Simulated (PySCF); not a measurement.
# Two runs on H2O

System: H2O.
Method of run 1: RKS PBE0-D4/def2-TZVPP, density fitting (PySCF 2.14.0).

The geometry comes from this level: PBE0-D4/def2-TZVP. Text and figures count atoms from 1; the logs count them from 0 in places.

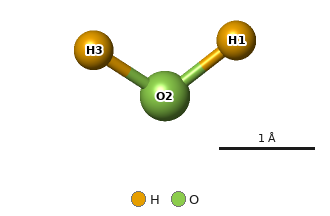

Figure 1. The structure as given in the input (ball-and-stick view, seen at a tilt; atoms are numbered from 1 in the order of the input). Bond lengths as drawn: H–O 0.96 Å.

**The input, run 1**
```python
import json, numpy as np
from pyscf import gto, scf, dft, mp, cc
EV, BOHR = 27.211386245988, 0.529177210903
mol = gto.M(atom="""
H 1.399826 1.000472 -0.029038
O 0.461187 1.040519 -0.224368
H 0.101955 1.668344 0.406156
""", basis="def2-tzvpp", charge=0, spin=0, max_memory=8670, verbose=0)
def mean_field(mol, dm=None):
    mf = dft.RKS(mol, xc="pbe0").density_fit()
    mf.conv_tol = 1e-9; mf.grids.level = 4
    mf.kernel(dm0=dm)
    if not mf.converged: mf = mf.newton().run(mf.mo_coeff, mf.mo_occ)
    assert mf.converged
    return mf
def d4(mol):
    from pyscf.dispersion.dftd4 import DFTD4Dispersion
    real = gto.M(atom=[(mol.atom_pure_symbol(i), mol.atom_coord(i)) for i in range(3)], unit='B', charge=mol.charge, spin=None, basis='def2-svp', verbose=0)
    r = DFTD4Dispersion(real, xc="pbe0", atm=True).get_dispersion(grad=True); return r["energy"], r["gradient"]
def energy_and_gradient(mol, dm=None):
    mf = mean_field(mol, dm); e, g = d4(mol)
    return mf, (mf.e_tot + e) * EV, (mf.nuc_grad_method().kernel()[:3] + g) * EV / BOHR
out = {}
mf = mean_field(mol); e = d4(mol)[0]
out.update(energy=(mf.e_tot + e) * EV, converged=True, dispersion=e * EV)
out['s2'] = mf.spin_square()[0]; out['nelec'] = mol.nelec
print(f"Total energy {out['energy']:.6f} eV, <S^2> {out['s2']:.4f}")
json.dump(out, open("out.json", "w"), default=float)
```

Launched with:
```bash
OMP_NUM_THREADS=4 python run.py
```

Hardware: 4 threads of Arm Neoverse V2, 23 GiB of memory available, shared host.

**Output (run 1)**
```
Total energy -2078.432896 eV, <S^2> 0.0000
```

For run 2 the input was changed thus:
```diff
-    mf = dft.RKS(mol, xc="pbe0").density_fit()
+    mf = dft.RKS(mol, xc="pbe").density_fit()
-    r = DFTD4Dispersion(real, xc="pbe0", atm=True).get_dispersion(grad=True); return r["energy"], r["gradient"]
+    r = DFTD4Dispersion(real, xc="pbe", atm=True).get_dispersion(grad=True); return r["energy"], r["gradient"]
```

What does this change do to the results?

The total energies belong to different models, so their difference says nothing on which is more stable or more accurate. The functional changes from PBE0 to PBE.

**Output (run 2)**
```
Total energy -2078.417139 eV, <S^2> 0.0000
```

**The two runs side by side**

```csv
quantity,run 1,run 2
outcome,converged,converged
total energy (hartree),−76.381000,−76.380421
basis functions,59,59
wall time (shared host),1 s,1 s
```
